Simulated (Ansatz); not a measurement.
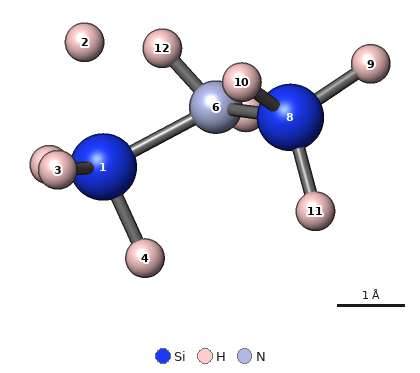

Fig. 1: The starting structure (ball-and-stick view, seen at a tilt; atoms are numbered from 1 in the order of the input). Bond lengths as drawn: H–N 1.02 to 1.20 Å, H–Si 1.48 to 1.51 Å and N–Si 1.79 to 1.92 Å.

**Molecular dynamics, with input and output: Si₂NH₉ (part 1 of 5)**

System: Si₂NH₉.
Method: RKS B3LYP-D4/6-31G* (Ansatz 0.2.0).

It belongs to a series of runs on one base structure; here: dynamics from the highest image of the converged band. Figures and captions count atoms from 1; the log counts them from 0 in places.

Input file:
```yaml
crystal:
  periodic: [false, false, false]
  atoms:
    - { symbol: Si, position_ang: [-0.358992, 0.097551, -0.07865] }
    - { symbol: H, position_ang: [0.103277, -1.13781, 1.292895] }
    - { symbol: H, position_ang: [0.748178, 0.938447, 0.434643] }
    - { symbol: H, position_ang: [-1.104212, 1.059625, -0.980489] }
    - { symbol: H, position_ang: [-0.047123, -1.012292, -1.011874] }
    - { symbol: "N", position_ang: [-1.847118, -0.115442, 1.119288] }
    - { symbol: H, position_ang: [-2.606212, -0.636821, 0.672172] }
    - { symbol: Si, position_ang: [-2.405645, 1.25009, 2.138693] }
    - { symbol: H, position_ang: [-3.551437, 0.789594, 2.960415] }
    - { symbol: H, position_ang: [-1.251931, 1.608548, 2.993742] }
    - { symbol: H, position_ang: [-2.812544, 2.406621, 1.305898] }
    - { symbol: H, position_ang: [-1.006041, -0.848011, 1.560666] }
basis:
  gaussian: { orbitals: "6-31G*" }
hamiltonian:
  xc: b3lyp
  dispersion: d4
md:
  timestep: 0.5
  n_steps: 200
  ensemble: nve
  temperature: 300.0
  initial_velocities: maxwell_boltzmann
  seed: 2180
```

Run on 1 thread of Intel Xeon (Granite Rapids), 32 GiB of memory available, shared host.

Launched with:
```bash
ansatz run input.yaml --threads 1 --pin off --max-ram 2048MiB --backend cpu --events-out ev --progress --plain --runs-dir out
```

Log:
```
Engine: ansatz 0.2.0, x86_64-unknown-linux-gnu
Functional definition: B3LYP
  parameter a0 = 0.2
  parameter ax = 0.72
  parameter ac = 0.81
  exchange = (1 - a0 - ax)*slater_x + ax*b88_x + a0*exact_x
  correlation = (1 - ac)*vwn_rpa_c + ac*lyp_c
817 factors; integrals over basis functions are off by at most 5.5e-4 eV
mean field evaluation 1: about -17385.6485 eV, gradient 4.7e1 eV
mean field evaluation 2: about -17378.4450 eV, gradient 7.2e1 eV
mean field evaluation 4: about -17389.9290 eV, gradient 1.2e0 eV
mean field evaluation 8: about -17389.9500 eV, gradient 9.2e-3 eV
mean field -17389.94999379 eV, -639.0688749402 hartree, gradient 1.0e-5 eV, S^2 0.000000; 0 other end points of the search recorded, 0 dependent functions left out
the calculation of the forces begins
reference -17389.95025541 eV, -639.0688845548 hartree; 22, 22 occupied and 49, 49 virtual orbitals, 817 factors
md step     0: t =     0.00 fs  T =   300.0 K  F+E_penalty+E_count = -17390.36041824 eV  E_kin = 0.387780 eV  conserved = -17389.97263825 eV  (23 SCF iters)
these checks for a lower state are left out or cut short: starts, cluster_reference, orbital_swaps, neighbouring_geometries, increment
817 factors; integrals over basis functions are off by at most 5.5e-4 eV
mean field evaluation 16: about -17389.9287 eV, gradient 3.3e-3 eV
mean field -17389.94456208 eV, -639.0686753288 hartree, gradient 5.5e-5 eV, S^2 0.000000; 0 other end points of the search recorded, 0 dependent functions left out
the calculation of the forces begins
reference -17389.94482380 eV, -639.0686849468 hartree; 22, 22 occupied and 49, 49 virtual orbitals, 817 factors
md step     1: t =     0.50 fs  T =   295.8 K  F+E_penalty+E_count = -17390.35495554 eV  E_kin = 0.382362 eV  conserved = -17389.97259347 eV  (24 SCF iters, 3 dispersion substeps)
[... from here on the SCF iterations and repeated set-up lines of each step are left out, up to the last step ...]
md step     2: t =     1.00 fs  T =   283.9 K  F+E_penalty+E_count = -17390.33936912 eV  E_kin = 0.366935 eV  conserved = -17389.97243458 eV  (25 SCF iters, 3 dispersion substeps)
md step     3: t =     1.50 fs  T =   266.2 K  F+E_penalty+E_count = -17390.31624610 eV  E_kin = 0.344062 eV  conserved = -17389.97218369 eV  (24 SCF iters, 3 dispersion substeps)
md step     4: t =     2.00 fs  T =   245.8 K  F+E_penalty+E_count = -17390.28961739 eV  E_kin = 0.317734 eV  conserved = -17389.97188369 eV  (25 SCF iters, 3 dispersion substeps)
md step     5: t =     2.50 fs  T =   226.4 K  F+E_penalty+E_count = -17390.26427966 eV  E_kin = 0.292687 eV  conserved = -17389.97159234 eV  (24 SCF iters, 3 dispersion substeps)
md step     6: t =     3.00 fs  T =   211.6 K  F+E_penalty+E_count = -17390.24489253 eV  E_kin = 0.273522 eV  conserved = -17389.97137033 eV  (24 SCF iters, 3 dispersion substeps)
md step     7: t =     3.50 fs  T =   204.1 K  F+E_penalty+E_count = -17390.23503760 eV  E_kin = 0.263772 eV  conserved = -17389.97126571 eV  (24 SCF iters, 3 dispersion substeps)
md step     8: t =     4.00 fs  T =   205.2 K  F+E_penalty+E_count = -17390.23648641 eV  E_kin = 0.265188 eV  conserved = -17389.97129859 eV  (23 SCF iters, 3 dispersion substeps)
md step     9: t =     4.50 fs  T =   214.6 K  F+E_penalty+E_count = -17390.24889474 eV  E_kin = 0.277439 eV  conserved = -17389.97145583 eV  (24 SCF iters, 3 dispersion substeps)
md step    10: t =     5.00 fs  T =   230.8 K  F+E_penalty+E_count = -17390.27000406 eV  E_kin = 0.298307 eV  conserved = -17389.97169742 eV  (24 SCF iters, 3 dispersion substeps)
md step    11: t =     5.50 fs  T =   250.9 K  F+E_penalty+E_count = -17390.29626829 eV  E_kin = 0.324302 eV  conserved = -17389.97196629 eV  (24 SCF iters, 3 dispersion substeps)
md step    12: t =     6.00 fs  T =   272.0 K  F+E_penalty+E_count = -17390.32373819 eV  E_kin = 0.351538 eV  conserved = -17389.97220041 eV  (24 SCF iters, 3 dispersion substeps)
md step    13: t =     6.50 fs  T =   291.4 K  F+E_penalty+E_count = -17390.34902253 eV  E_kin = 0.376680 eV  conserved = -17389.97234263 eV  (24 SCF iters, 3 dispersion substeps)
md step    14: t =     7.00 fs  T =   307.8 K  F+E_penalty+E_count = -17390.37016991 eV  E_kin = 0.397818 eV  conserved = -17389.97235189 eV  (24 SCF iters, 3 dispersion substeps)
md step    15: t =     7.50 fs  T =   321.1 K  F+E_penalty+E_count = -17390.38728435 eV  E_kin = 0.415062 eV  conserved = -17389.97222267 eV  (24 SCF iters, 3 dispersion substeps)
md step    16: t =     8.00 fs  T =   333.1 K  F+E_penalty+E_count = -17390.40260232 eV  E_kin = 0.430599 eV  conserved = -17389.97200326 eV  (24 SCF iters, 3 dispersion substeps)
md step    17: t =     8.50 fs  T =   346.6 K  F+E_penalty+E_count = -17390.41978310 eV  E_kin = 0.447995 eV  conserved = -17389.97178801 eV  (24 SCF iters, 3 dispersion substeps)
md step    18: t =     9.00 fs  T =   364.2 K  F+E_penalty+E_count = -17390.44248749 eV  E_kin = 0.470813 eV  conserved = -17389.97167434 eV  (23 SCF iters, 3 dispersion substeps)
md step    19: t =     9.50 fs  T =   387.7 K  F+E_penalty+E_count = -17390.47285166 eV  E_kin = 0.501149 eV  conserved = -17389.97170288 eV  (24 SCF iters, 3 dispersion substeps)
md step    20: t =    10.00 fs  T =   416.9 K  F+E_penalty+E_count = -17390.51076372 eV  E_kin = 0.538927 eV  conserved = -17389.97183683 eV  (24 SCF iters, 3 dispersion substeps)
md step    21: t =    10.50 fs  T =   450.5 K  F+E_penalty+E_count = -17390.55436684 eV  E_kin = 0.582369 eV  conserved = -17389.97199811 eV  (24 SCF iters, 3 dispersion substeps)
md step    22: t =    11.00 fs  T =   486.7 K  F+E_penalty+E_count = -17390.60127407 eV  E_kin = 0.629144 eV  conserved = -17389.97212977 eV  (24 SCF iters, 3 dispersion substeps)
md step    23: t =    11.50 fs  T =   524.0 K  F+E_penalty+E_count = -17390.64953330 eV  E_kin = 0.677309 eV  conserved = -17389.97222440 eV  (24 SCF iters, 3 dispersion substeps)
md step    24: t =    12.00 fs  T =   561.3 K  F+E_penalty+E_count = -17390.69782702 eV  E_kin = 0.725514 eV  conserved = -17389.97231275 eV  (24 SCF iters, 3 dispersion substeps)
md step    25: t =    12.50 fs  T =   597.7 K  F+E_penalty+E_count = -17390.74504693 eV  E_kin = 0.772613 eV  conserved = -17389.97243387 eV  (24 SCF iters, 3 dispersion substeps)
md step    26: t =    13.00 fs  T =   632.1 K  F+E_penalty+E_count = -17390.78970865 eV  E_kin = 0.817102 eV  conserved = -17389.97260653 eV  (24 SCF iters, 3 dispersion substeps)
md step    27: t =    13.50 fs  T =   662.9 K  F+E_penalty+E_count = -17390.82964524 eV  E_kin = 0.856830 eV  conserved = -17389.97281512 eV  (23 SCF iters, 3 dispersion substeps)
md step    28: t =    14.00 fs  T =   687.9 K  F+E_penalty+E_count = -17390.86219176 eV  E_kin = 0.889176 eV  conserved = -17389.97301529 eV  (23 SCF iters, 3 dispersion substeps)
md step    29: t =    14.50 fs  T =   705.3 K  F+E_penalty+E_count = -17390.88480517 eV  E_kin = 0.911657 eV  conserved = -17389.97314805 eV  (23 SCF iters, 3 dispersion substeps)
md step    30: t =    15.00 fs  T =   713.9 K  F+E_penalty+E_count = -17390.89592008 eV  E_kin = 0.922764 eV  conserved = -17389.97315656 eV  (23 SCF iters, 3 dispersion substeps)
md step    31: t =    15.50 fs  T =   713.9 K  F+E_penalty+E_count = -17390.89578417 eV  E_kin = 0.922778 eV  conserved = -17389.97300575 eV  (23 SCF iters, 3 dispersion substeps)
md step    32: t =    16.00 fs  T =   707.3 K  F+E_penalty+E_count = -17390.88697175 eV  E_kin = 0.914272 eV  conserved = -17389.97269945 eV  (23 SCF iters, 3 dispersion substeps)
md step    33: t =    16.50 fs  T =   697.8 K  F+E_penalty+E_count = -17390.87430714 eV  E_kin = 0.902016 eV  conserved = -17389.97229069 eV  (24 SCF iters, 3 dispersion substeps)
md step    34: t =    17.00 fs  T =   690.2 K  F+E_penalty+E_count = -17390.86406272 eV  E_kin = 0.892187 eV  conserved = -17389.97187583 eV  (24 SCF iters, 3 dispersion substeps)
md step    35: t =    17.50 fs  T =   689.3 K  F+E_penalty+E_count = -17390.86250523 eV  E_kin = 0.890930 eV  conserved = -17389.97157515 eV  (24 SCF iters, 3 dispersion substeps)
md step    36: t =    18.00 fs  T =   698.3 K  F+E_penalty+E_count = -17390.87406948 eV  E_kin = 0.902569 eV  conserved = -17389.97150058 eV  (24 SCF iters, 3 dispersion substeps)
md step    37: t =    18.50 fs  T =   717.9 K  F+E_penalty+E_count = -17390.89967073 eV  E_kin = 0.927963 eV  conserved = -17389.97170778 eV  (24 SCF iters, 3 dispersion substeps)
md step    38: t =    19.00 fs  T =   745.6 K  F+E_penalty+E_count = -17390.93589941 eV  E_kin = 0.963750 eV  conserved = -17389.97214981 eV  (24 SCF iters, 3 dispersion substeps)
md step    39: t =    19.50 fs  T =   776.0 K  F+E_penalty+E_count = -17390.97575662 eV  E_kin = 1.003077 eV  conserved = -17389.97267997 eV  (24 SCF iters, 3 dispersion substeps)
md step    40: t =    20.00 fs  T =   802.8 K  F+E_penalty+E_count = -17391.01087530 eV  E_kin = 1.037756 eV  conserved = -17389.97311910 eV  (24 SCF iters, 3 dispersion substeps)
md step    41: t =    20.50 fs  T =   820.7 K  F+E_penalty+E_count = -17391.03424145 eV  E_kin = 1.060899 eV  conserved = -17389.97334244 eV  (24 SCF iters, 3 dispersion substeps)
md step    42: t =    21.00 fs  T =   826.9 K  F+E_penalty+E_count = -17391.04213298 eV  E_kin = 1.068809 eV  conserved = -17389.97332395 eV  (24 SCF iters, 3 dispersion substeps)
md step    43: t =    21.50 fs  T =   821.2 K  F+E_penalty+E_count = -17391.03459569 eV  E_kin = 1.061476 eV  conserved = -17389.97311923 eV  (24 SCF iters, 3 dispersion substeps)
md step    44: t =    22.00 fs  T =   806.0 K  F+E_penalty+E_count = -17391.01465960 eV  E_kin = 1.041841 eV  conserved = -17389.97281862 eV  (24 SCF iters, 3 dispersion substeps)
md step    45: t =    22.50 fs  T =   784.8 K  F+E_penalty+E_count = -17390.98696841 eV  E_kin = 1.014461 eV  conserved = -17389.97250784 eV  (24 SCF iters, 3 dispersion substeps)
md step    46: t =    23.00 fs  T =   761.4 K  F+E_penalty+E_count = -17390.95643908 eV  E_kin = 0.984193 eV  conserved = -17389.97224619 eV  (24 SCF iters, 3 dispersion substeps)
md step    47: t =    23.50 fs  T =   739.0 K  F+E_penalty+E_count = -17390.92729334 eV  E_kin = 0.955230 eV  conserved = -17389.97206381 eV  (24 SCF iters, 3 dispersion substeps)
md step    48: t =    24.00 fs  T =   719.9 K  F+E_penalty+E_count = -17390.90254037 eV  E_kin = 0.930575 eV  conserved = -17389.97196559 eV  (24 SCF iters, 3 dispersion substeps)
md step    49: t =    24.50 fs  T =   705.5 K  F+E_penalty+E_count = -17390.88386502 eV  E_kin = 0.911928 eV  conserved = -17389.97193667 eV  (24 SCF iters, 3 dispersion substeps)
md step    50: t =    25.00 fs  T =   696.2 K  F+E_penalty+E_count = -17390.87184365 eV  E_kin = 0.899896 eV  conserved = -17389.97194748 eV  (24 SCF iters, 3 dispersion substeps)
md step    51: t =    25.50 fs  T =   692.0 K  F+E_penalty+E_count = -17390.86641168 eV  E_kin = 0.894453 eV  conserved = -17389.97195869 eV  (24 SCF iters, 3 dispersion substeps)
md step    52: t =    26.00 fs  T =   692.8 K  F+E_penalty+E_count = -17390.86749434 eV  E_kin = 0.895566 eV  conserved = -17389.97192864 eV  (24 SCF iters, 3 dispersion substeps)
md step    53: t =    26.50 fs  T =   699.2 K  F+E_penalty+E_count = -17390.87564722 eV  E_kin = 0.903814 eV  conserved = -17389.97183352 eV  (24 SCF iters, 3 dispersion substeps)
md step    54: t =    27.00 fs  T =   712.3 K  F+E_penalty+E_count = -17390.89240142 eV  E_kin = 0.920707 eV  conserved = -17389.97169456 eV  (24 SCF iters, 3 dispersion substeps)
md step    55: t =    27.50 fs  T =   733.6 K  F+E_penalty+E_count = -17390.91989396 eV  E_kin = 0.948294 eV  conserved = -17389.97159950 eV  (24 SCF iters, 3 dispersion substeps)
md step    56: t =    28.00 fs  T =   764.2 K  F+E_penalty+E_count = -17390.95950564 eV  E_kin = 0.987822 eV  conserved = -17389.97168323 eV  (24 SCF iters, 3 dispersion substeps)
md step    57: t =    28.50 fs  T =   802.9 K  F+E_penalty+E_count = -17391.00985800 eV  E_kin = 1.037812 eV  conserved = -17389.97204554 eV  (24 SCF iters, 3 dispersion substeps)
md step    58: t =    29.00 fs  T =   845.4 K  F+E_penalty+E_count = -17391.06537562 eV  E_kin = 1.092716 eV  conserved = -17389.97265985 eV  (24 SCF iters, 3 dispersion substeps)
md step    59: t =    29.50 fs  T =   884.6 K  F+E_penalty+E_count = -17391.11676604 eV  E_kin = 1.143418 eV  conserved = -17389.97334809 eV  (24 SCF iters, 3 dispersion substeps)
md step    60: t =    30.00 fs  T =   912.8 K  F+E_penalty+E_count = -17391.15374367 eV  E_kin = 1.179884 eV  conserved = -17389.97385934 eV  (24 SCF iters, 3 dispersion substeps)
md step    61: t =    30.50 fs  T =   924.4 K  F+E_penalty+E_count = -17391.16883700 eV  E_kin = 1.194847 eV  conserved = -17389.97398983 eV  (24 SCF iters, 3 dispersion substeps)
md step    62: t =    31.00 fs  T =   918.2 K  F+E_penalty+E_count = -17391.16050110 eV  E_kin = 1.186839 eV  conserved = -17389.97366187 eV  (23 SCF iters, 3 dispersion substeps)
md step    63: t =    31.50 fs  T =   898.4 K  F+E_penalty+E_count = -17391.13427949 eV  E_kin = 1.161331 eV  conserved = -17389.97294881 eV  (24 SCF iters, 3 dispersion substeps)
md step    64: t =    32.00 fs  T =   873.9 K  F+E_penalty+E_count = -17391.10161248 eV  E_kin = 1.129555 eV  conserved = -17389.97205743 eV  (24 SCF iters, 3 dispersion substeps)
md step    65: t =    32.50 fs  T =   855.1 K  F+E_penalty+E_count = -17391.07658096 eV  E_kin = 1.105308 eV  conserved = -17389.97127330 eV  (24 SCF iters, 3 dispersion substeps)
md step    66: t =    33.00 fs  T =   851.5 K  F+E_penalty+E_count = -17391.07148814 eV  E_kin = 1.100626 eV  conserved = -17389.97086174 eV  (24 SCF iters, 3 dispersion substeps)
md step    67: t =    33.50 fs  T =   867.9 K  F+E_penalty+E_count = -17391.09280826 eV  E_kin = 1.121853 eV  conserved = -17389.97095476 eV  (24 SCF iters, 3 dispersion substeps)
md step    68: t =    34.00 fs  T =   903.4 K  F+E_penalty+E_count = -17391.13917477 eV  E_kin = 1.167682 eV  conserved = -17389.97149246 eV  (23 SCF iters, 3 dispersion substeps)
md step    69: t =    34.50 fs  T =   951.6 K  F+E_penalty+E_count = -17391.20225840 eV  E_kin = 1.229997 eV  conserved = -17389.97226159 eV  (24 SCF iters, 3 dispersion substeps)
md step    70: t =    35.00 fs  T =  1003.4 K  F+E_penalty+E_count = -17391.26998505 eV  E_kin = 1.296986 eV  conserved = -17389.97299904 eV  (24 SCF iters, 3 dispersion substeps)
md step    71: t =    35.50 fs  T =  1049.9 K  F+E_penalty+E_count = -17391.33059061 eV  E_kin = 1.357103 eV  conserved = -17389.97348768 eV  (24 SCF iters, 3 dispersion substeps)
md step    72: t =    36.00 fs  T =  1085.0 K  F+E_penalty+E_count = -17391.37603566 eV  E_kin = 1.402423 eV  conserved = -17389.97361290 eV  (24 SCF iters, 3 dispersion substeps)
md step    73: t =    36.50 fs  T =  1106.7 K  F+E_penalty+E_count = -17391.40384832 eV  E_kin = 1.430459 eV  conserved = -17389.97338903 eV  (24 SCF iters, 3 dispersion substeps)
md step    74: t =    37.00 fs  T =  1117.1 K  F+E_penalty+E_count = -17391.41694853 eV  E_kin = 1.443991 eV  conserved = -17389.97295802 eV  (24 SCF iters, 3 dispersion substeps)
md step    75: t =    37.50 fs  T =  1121.0 K  F+E_penalty+E_count = -17391.42148726 eV  E_kin = 1.448948 eV  conserved = -17389.97253972 eV  (24 SCF iters, 3 dispersion substeps)
md step    76: t =    38.00 fs  T =  1122.7 K  F+E_penalty+E_count = -17391.42354147 eV  E_kin = 1.451227 eV  conserved = -17389.97231442 eV  (24 SCF iters, 3 dispersion substeps)
md step    77: t =    38.50 fs  T =  1124.9 K  F+E_penalty+E_count = -17391.42640326 eV  E_kin = 1.454087 eV  conserved = -17389.97231672 eV  (24 SCF iters, 3 dispersion substeps)
md step    78: t =    39.00 fs  T =  1127.7 K  F+E_penalty+E_count = -17391.43003952 eV  E_kin = 1.457611 eV  conserved = -17389.97242879 eV  (23 SCF iters, 3 dispersion substeps)
md step    79: t =    39.50 fs  T =  1129.7 K  F+E_penalty+E_count = -17391.43279614 eV  E_kin = 1.460309 eV  conserved = -17389.97248675 eV  (24 SCF iters, 3 dispersion substeps)
md step    80: t =    40.00 fs  T =  1130.6 K  F+E_penalty+E_count = -17391.43383161 eV  E_kin = 1.461439 eV  conserved = -17389.97239268 eV  (23 SCF iters, 3 dispersion substeps)
md step    81: t =    40.50 fs  T =  1131.4 K  F+E_penalty+E_count = -17391.43462250 eV  E_kin = 1.462471 eV  conserved = -17389.97215198 eV  (23 SCF iters, 3 dispersion substeps)
md step    82: t =    41.00 fs  T =  1135.0 K  F+E_penalty+E_count = -17391.43892953 eV  E_kin = 1.467087 eV  conserved = -17389.97184281 eV  (24 SCF iters, 3 dispersion substeps)
md step    83: t =    41.50 fs  T =  1145.0 K  F+E_penalty+E_count = -17391.45161171 eV  E_kin = 1.480041 eV  conserved = -17389.97157035 eV  (24 SCF iters, 3 dispersion substeps)
md step    84: t =    42.00 fs  T =  1164.7 K  F+E_penalty+E_count = -17391.47696981 eV  E_kin = 1.505534 eV  conserved = -17389.97143553 eV  (24 SCF iters, 3 dispersion substeps)
md step    85: t =    42.50 fs  T =  1195.8 K  F+E_penalty+E_count = -17391.51714473 eV  E_kin = 1.545631 eV  conserved = -17389.97151419 eV  (24 SCF iters, 3 dispersion substeps)
md step    86: t =    43.00 fs  T =  1237.1 K  F+E_penalty+E_count = -17391.57093040 eV  E_kin = 1.599093 eV  conserved = -17389.97183727 eV  (24 SCF iters, 3 dispersion substeps)
md step    87: t =    43.50 fs  T =  1285.0 K  F+E_penalty+E_count = -17391.63331425 eV  E_kin = 1.660939 eV  conserved = -17389.97237491 eV  (24 SCF iters, 3 dispersion substeps)
md step    88: t =    44.00 fs  T =  1333.0 K  F+E_penalty+E_count = -17391.69601051 eV  E_kin = 1.722988 eV  conserved = -17389.97302298 eV  (24 SCF iters, 3 dispersion substeps)
md step    89: t =    44.50 fs  T =  1373.6 K  F+E_penalty+E_count = -17391.74913296 eV  E_kin = 1.775520 eV  conserved = -17389.97361279 eV  (24 SCF iters, 3 dispersion substeps)
md step    90: t =    45.00 fs  T =  1400.2 K  F+E_penalty+E_count = -17391.78384757 eV  E_kin = 1.809903 eV  conserved = -17389.97394469 eV  (24 SCF iters, 3 dispersion substeps)
md step    91: t =    45.50 fs  T =  1409.2 K  F+E_penalty+E_count = -17391.79542415 eV  E_kin = 1.821565 eV  conserved = -17389.97385888 eV  (24 SCF iters, 3 dispersion substeps)
md step    92: t =    46.00 fs  T =  1402.0 K  F+E_penalty+E_count = -17391.78558785 eV  E_kin = 1.812262 eV  conserved = -17389.97332632 eV  (24 SCF iters, 3 dispersion substeps)
md step    93: t =    46.50 fs  T =  1385.0 K  F+E_penalty+E_count = -17391.76282196 eV  E_kin = 1.790313 eV  conserved = -17389.97250851 eV  (24 SCF iters, 3 dispersion substeps)
md step    94: t =    47.00 fs  T =  1367.9 K  F+E_penalty+E_count = -17391.73981329 eV  E_kin = 1.768097 eV  conserved = -17389.97171672 eV  (24 SCF iters, 3 dispersion substeps)
md step    95: t =    47.50 fs  T =  1359.6 K  F+E_penalty+E_count = -17391.72873699 eV  E_kin = 1.757477 eV  conserved = -17389.97126026 eV  (24 SCF iters, 3 dispersion substeps)
md step    96: t =    48.00 fs  T =  1365.7 K  F+E_penalty+E_count = -17391.73664530 eV  E_kin = 1.765367 eV  conserved = -17389.97127786 eV  (24 SCF iters, 3 dispersion substeps)
md step    97: t =    48.50 fs  T =  1386.1 K  F+E_penalty+E_count = -17391.76338133 eV  E_kin = 1.791695 eV  conserved = -17389.97168585 eV  (24 SCF iters, 3 dispersion substeps)
md step    98: t =    49.00 fs  T =  1416.2 K  F+E_penalty+E_count = -17391.80279459 eV  E_kin = 1.830533 eV  conserved = -17389.97226159 eV  (23 SCF iters, 3 dispersion substeps)
md step    99: t =    49.50 fs  T =  1449.2 K  F+E_penalty+E_count = -17391.84605493 eV  E_kin = 1.873278 eV  conserved = -17389.97277701 eV  (24 SCF iters, 3 dispersion substeps)
md step   100: t =    50.00 fs  T =  1479.2 K  F+E_penalty+E_count = -17391.88508299 eV  E_kin = 1.911987 eV  conserved = -17389.97309580 eV  (24 SCF iters, 3 dispersion substeps)
md step   101: t =    50.50 fs  T =  1502.0 K  F+E_penalty+E_count = -17391.91467640 eV  E_kin = 1.941486 eV  conserved = -17389.97319004 eV  (24 SCF iters, 3 dispersion substeps)
md step   102: t =    51.00 fs  T =  1516.2 K  F+E_penalty+E_count = -17391.93300148 eV  E_kin = 1.959890 eV  conserved = -17389.97311197 eV  (23 SCF iters, 3 dispersion substeps)
md step   103: t =    51.50 fs  T =  1522.4 K  F+E_penalty+E_count = -17391.94085550 eV  E_kin = 1.967905 eV  conserved = -17389.97295092 eV  (24 SCF iters, 3 dispersion substeps)
```
